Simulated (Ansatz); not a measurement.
```yaml
atoms:
  - { symbol: Cl, position_ang: [0.5461, -2.0882, 0.1655] }
  - { symbol: Si, position_ang: [-0.0763, -0.2093, -0.4081] }
  - { symbol: Se, position_ang: [-0.2016, 1.2177, 1.3489] }
  - { symbol: I, position_ang: [-2.3188, -0.3029, -1.3690] }
  - { symbol: H, position_ang: [0.8645, 0.2528, -1.4493] }
  - { symbol: H, position_ang: [1.2282, 1.0659, 1.6659] }
```

Core potentials replace the inner electrons of I.

These are results of RKS CAM-B3LYP/def2-SVP in Ansatz 0.2.0, not measurements.

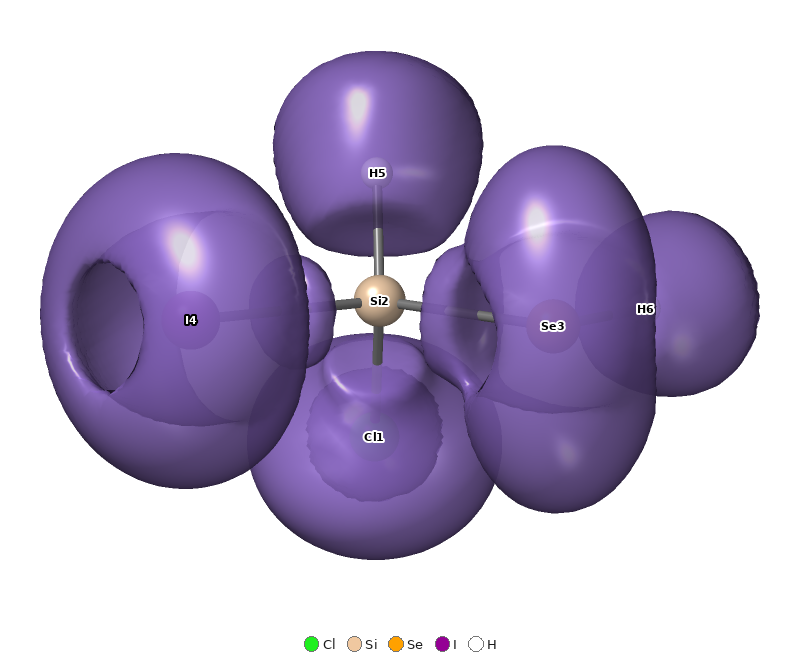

ClH$_{2}$ISeSi (SMILES Cl[SiH]([SeH])I). Isosurface of the electron localisation function at 0.75 (purple), seen from one side. Core shells and regions of very low density are left out.

Question: Where are the electrons localised?

Answer: The surface consists of one region between bonded I–Si atoms (shared pairs), two regions around hydrogen nuclei, one region on Cl in which the atom's valence shell and bonds are merged, one region on Se in which the atom's valence shell and bonds are merged and one ring or bowl of non-bonding electrons around I. Profiles from the grid: Si–Cl (2.06 Å): the ELF peaks at about 0.90 between the atoms, as expected for a shared but strongly polarised pair. Si–Se (2.27 Å): the ELF peaks at about 0.90 between the atoms: a covalent bond.
